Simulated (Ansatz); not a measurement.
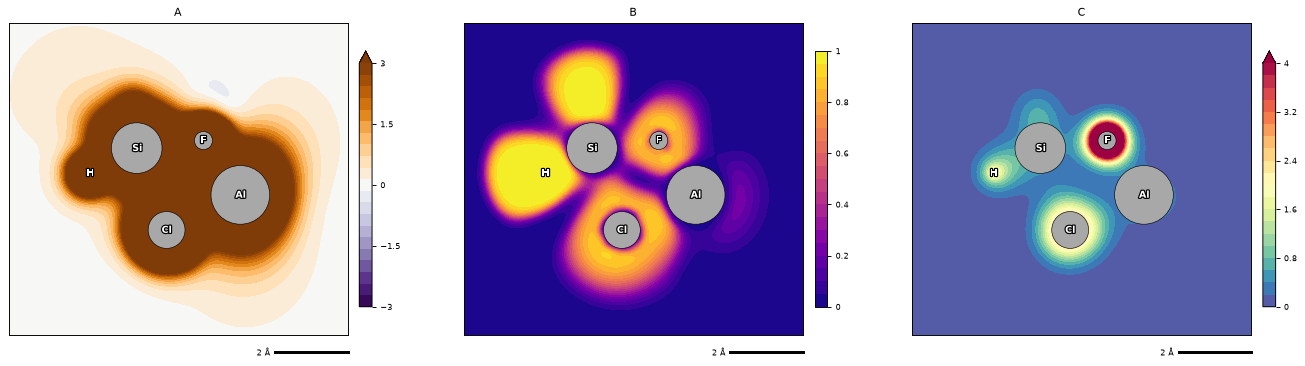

AlClFH$_{5}$Si: 3 fields on the plane of atoms F2, Al1 and Cl6, with unlabelled colour scales. Grey discs cover the atomic cores.

A transition-state structure; geometry: PBE0-D4/def2-TZVP.

The calculation used RKS PBE0-D4/def2-TZVPP in Ansatz.

| atom | x (Å) | y (Å) | z (Å) |
| --- | --- | --- | --- |
| Al | -1.5449 | -0.2621 | -0.7725 |
| F | -0.2364 | 0.9207 | -0.3516 |
| H | -1.3805 | -0.7006 | -2.2769 |
| H | -2.8855 | 0.1701 | -0.0678 |
| Si | 1.2328 | 0.2785 | 0.6085 |
| Cl | -0.3141 | -1.5796 | 0.5842 |
| H | 2.0357 | 0.0722 | -0.6103 |
| H | 1.8285 | -0.5413 | 1.6961 |
| H | 1.2645 | 1.6419 | 1.1904 |

Question: The panels show electron density, electron localisation function and electrostatic potential in some order. Assign them.

Answer: Panel A: electrostatic potential (strongly positive close to the atoms and fading to about zero outside). Panel B: electron localisation function. Panel C: electron density. From the grid: Al–F (1.81 Å): the density is about 0.58 e/Å³ at the midpoint; the ELF peaks at about 0.85 in the valence shell of F, 0.6 Å from its nucleus, and is about 0.35 at the midpoint. Si–F (1.87 Å): ρ is about 0.6 e/Å³ halfway; the ELF peaks at about 0.85 in the valence shell of F, 0.5 Å from its nucleus, and is about 0.50 at the midpoint.
